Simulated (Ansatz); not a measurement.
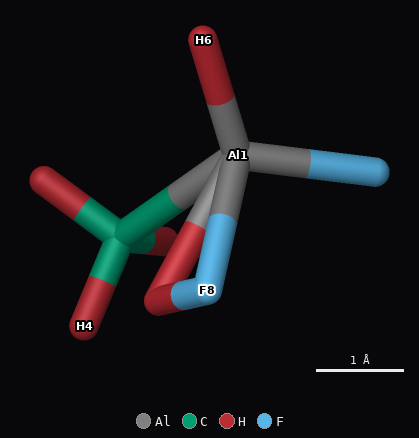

Fig. 1: The input geometry (stick view, seen at a tilt; atoms are numbered from 1 in the order of the input). Sticks mark near contacts.

## Frequency calculation, with input and output: CH₅AlF₂

The run: frequency calculation of CH₅AlF₂. Method and program: RKS r2SCAN/def2-SVP (Ansatz 0.2.0).

It belongs to a series of runs on one base structure; here: vibrations at the highest image of the band. Figures and captions count atoms from 1; the log counts them from 0 in places.

## Input
```yaml
crystal:
  periodic: [false, false, false]
  atoms:
    - { symbol: Al, position_ang: [-0.101241, -0.167166, 0.170642] }
    - { symbol: C, position_ang: [-0.043286, -0.004789, 2.191275] }
    - { symbol: H, position_ang: [-0.968123, 0.54689, 2.436563] }
    - { symbol: H, position_ang: [-0.026106, -0.817617, 2.949538] }
    - { symbol: H, position_ang: [0.819505, 0.631075, 2.452701] }
    - { symbol: H, position_ang: [1.083357, 0.388785, -0.704615] }
    - { symbol: F, position_ang: [-1.649113, -0.137296, -0.460709] }
    - { symbol: F, position_ang: [0.203442, -2.049659, 0.61212] }
    - { symbol: H, position_ang: [0.138665, -1.549923, 1.502686] }
basis:
  gaussian: { orbitals: def2-SVP }
hamiltonian:
  xc: r2scan
phonons: {}
```

Run as:
```bash
ansatz run input.yaml --threads 2 --pin off --max-ram 3072MiB --backend cpu --events-out ev --progress --plain --runs-dir out
```

## The program's output
```
Engine: ansatz 0.2.0, x86_64-unknown-linux-gnu
Functional definition: r2SCAN
  parameter k0 = 0.174
  parameter k1 = 0.065
  parameter a1 = 4.9479
  exchange = r2scan_x(k0 = k0, k1 = k1, a1 = a1)
  correlation = r2scan_c
937 factors; their error is unknown
mean field evaluation 1: about -13133.2800 eV, gradient 6.0e1 eV
mean field evaluation 2: about -13125.1856 eV, gradient 8.7e1 eV
mean field evaluation 4: about -13140.6241 eV, gradient 3.3e0 eV
mean field evaluation 8: about -13140.6532 eV, gradient 9.0e-2 eV
mean field evaluation 16: about -13140.6056 eV, gradient 8.4e-6 eV
mean field -13140.60562229 eV, -482.9083495969 hartree, gradient 8.4e-6 eV, S^2 0.000000; 0 other end points of the search recorded, 0 dependent functions left out
the calculation of the forces begins
reference -13140.60563395 eV, -482.9083500252 hartree; 21, 21 occupied and 64, 64 virtual orbitals, 937 factors
these checks for a lower state are left out or cut short: stability, starts, cluster_reference, orbital_swaps, neighbouring_geometries, increment
937 factors; their error is unknown
mean field -13140.60550732 eV, -482.9083453716 hartree, gradient 1.6e-6 eV, S^2 0.000000; 0 other end points of the search recorded, 0 dependent functions left out
[... from here on the field's lines of each further geometry are left out, up to the last ...]
the calculation of the forces begins
reference -13140.60556560 eV, -482.9083475134 hartree; 21, 21 occupied and 64, 64 virtual orbitals, 937 factors
these checks for a lower state are left out or cut short: stability, starts, cluster_reference, orbital_swaps, neighbouring_geometries, increment
937 factors; their error is unknown
mean field -13140.60555796 eV, -482.9083472328 hartree, gradient 1.9e-6 eV, S^2 0.000000; 0 other end points of the search recorded, 0 dependent functions left out
the calculation of the forces begins
reference -13140.60556962 eV, -482.9083476611 hartree; 21, 21 occupied and 64, 64 virtual orbitals, 937 factors
WARN: phonons: modes at or below zero, which the zero-point energy, F, S and C_V leave out: 1, the lowest at -298.05 cm⁻¹. A minimum has none, and a first-order saddle one
Total energy: -13140.60563395 eV, -482.9083500252 hartree
Atom 0 at    -0.101241    -0.167166     0.170642 Å, force    -0.000651     0.000474    -0.000115 eV/Å
Atom 1 at    -0.043286    -0.004789     2.191275 Å, force     0.000609    -0.000280     0.000509 eV/Å
Atom 2 at    -0.968123     0.546890     2.436563 Å, force     0.000150     0.000095    -0.000348 eV/Å
Atom 3 at    -0.026106    -0.817617     2.949538 Å, force    -0.000277    -0.000218    -0.000012 eV/Å
Atom 4 at     0.819505     0.631075     2.452701 Å, force    -0.000279    -0.000039    -0.000257 eV/Å
Atom 5 at     1.083357     0.388785    -0.704615 Å, force     0.000013    -0.000045    -0.000054 eV/Å
Atom 6 at    -1.649113    -0.137296    -0.460709 Å, force     0.000437    -0.000237     0.000077 eV/Å
Atom 7 at     0.203442    -2.049659     0.612120 Å, force    -0.000177     0.000803     0.001137 eV/Å
Atom 8 at     0.138665    -1.549923     1.502686 Å, force     0.000175    -0.000553    -0.000937 eV/Å
Dipole moment:     0.252124    -0.066952     0.559087 e Å
Vibrations: -298.05 102.70 174.17 214.94 361.29 438.33 509.72 584.03 647.64 678.56 835.76 969.85 985.89 1254.21 1407.78 1432.74 1990.61 2504.03 2994.40 3077.00 3134.63 cm⁻¹, zero-point energy 1.506301 eV
```

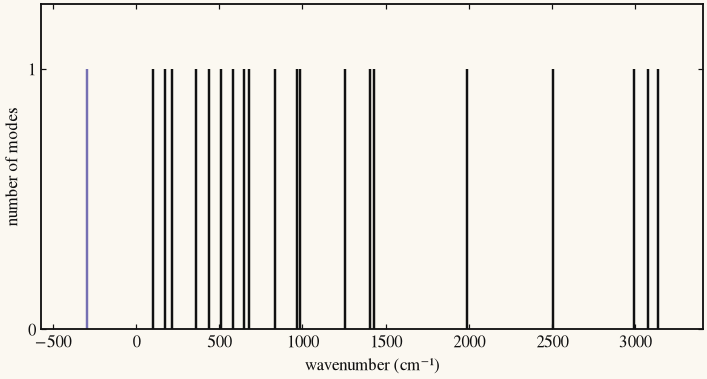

Fig. 2: Harmonic vibrational wavenumbers from the force constants; neighbouring modes closer than 16 cm⁻¹ are counted in one stick, and imaginary ones are drawn at negative wavenumbers. 21 modes from 298i to 3135 cm⁻¹, 1 imaginary beyond 8i (298i cm⁻¹): a first-order saddle point, if the geometry is stationary.

## Results in brief

```json
{"quantity": "outcome", "value": "converged"}
{"quantity": "total energy", "value": "−13140.6056 eV"}
{"quantity": "mean-field energy", "value": "−13140.6056 eV"}
{"quantity": "largest force (length of the vector)", "value": "0.001 eV/Å"}
{"quantity": "hardware", "value": "2 threads of Intel Xeon (Granite Rapids), 32 GiB of memory available, shared host"}
{"quantity": "wall time", "value": "32 s (CPU time 62 s)"}
{"quantity": "peak memory", "value": "0.15 GiB"}
```
